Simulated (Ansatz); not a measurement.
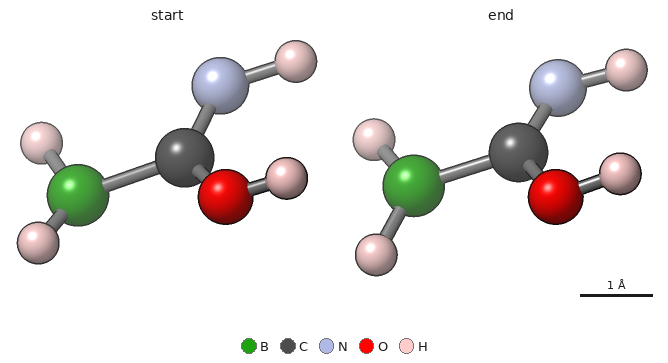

The structure of CH4BNO before (left) and after (right) a relaxation, at one scale.

The picture is a ball-and-stick view, seen from a free direction.

Computed with RKS r2SCAN-D4/def2-SVP (Ansatz 0.2.0).

Input
```yaml
crystal:
  periodic: [false, false, false]
  atoms:
    - {symbol: B, position_ang: [-0.682950, 1.184520, -0.459533]}
    - {symbol: C, position_ang: [-0.004765, -0.234454, 0.101498]}
    - {symbol: N, position_ang: [1.097410, -0.075167, 0.789149]}
    - {symbol: O, position_ang: [-0.494841, -1.319463, -0.150206]}
    - {symbol: H, position_ang: [-1.684535, 1.147434, -0.838869]}
    - {symbol: H, position_ang: [-0.123459, 2.225588, -0.031193]}
    - {symbol: H, position_ang: [1.782704, -0.906888, 1.059879]}
    - {symbol: H, position_ang: [-0.105633, -2.125721, 0.127299]}
basis:
  gaussian: {orbitals: def2-SVP}
hamiltonian: {xc: r2scan, dispersion: d4}
relax: {f_tol: 0.002, max_steps: 5, max_displacement: 0.2}
```

Command:
```bash
ansatz run in.yaml --threads 2 --pin off --events-out ev --progress --plain --max-ram 3481MiB
```

Q: Describe what moved and what it gained.

A: The relaxation stopped without meeting its thresholds, so the last structure isn't shown to be converged. It used up its limit of 5 steps. Over 4 geometry steps the energy falls by 33.6 kcal/mol. The largest force component goes from 6.7 to 0.42 eV/Å. The largest move after the best rigid fit is that of H5, 0.19 Å. By element the largest moves are H 0.19 Å, B 0.14 Å, N 0.14 Å, C 0.11 Å, O 0.11 Å. Near-neighbour distances that change, for instance: C2–O4 1.217 → 1.359 Å, B1–H5 1.072 → 1.208 Å, N3–H7 1.111 → 1.032 Å, B1–C2 1.670 → 1.591 Å. Among the angles between lasting bonds that change: C2–O4–H8 122.6° → 110.0°, C2–N3–H7 123.8° → 113.9°, B1–C2–O4 121.6° → 115.2°. Cost: 9 s on 2 threads of Arm Neoverse V2, on a shared host.
